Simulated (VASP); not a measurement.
Band structure of MgO (relaxed from the 6H structure, space group P6_3mc). Computed with r2SCAN meta-GGA, VASP's PBE PAW potentials (set 64) (plane waves; VASP 6.6.1).

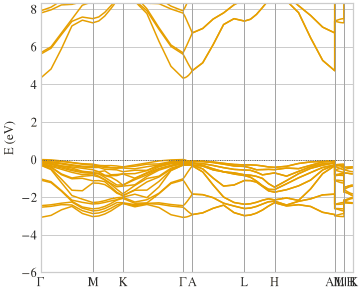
Figure: Bands along high-symmetry lines, zero at the valence-band maximum or, without a gap, the Fermi level

**Question.** Read the plot: is there a gap, and where are the band edges?

**Answer.** The gap is direct, 4.33 eV, from the valence maximum at Γ to the conduction minimum at Γ.

The structure was generated: MgO was put into the 6H type (P6_3mc), which need not be its known phase. It was relaxed first, which changed the volume by -5 %.
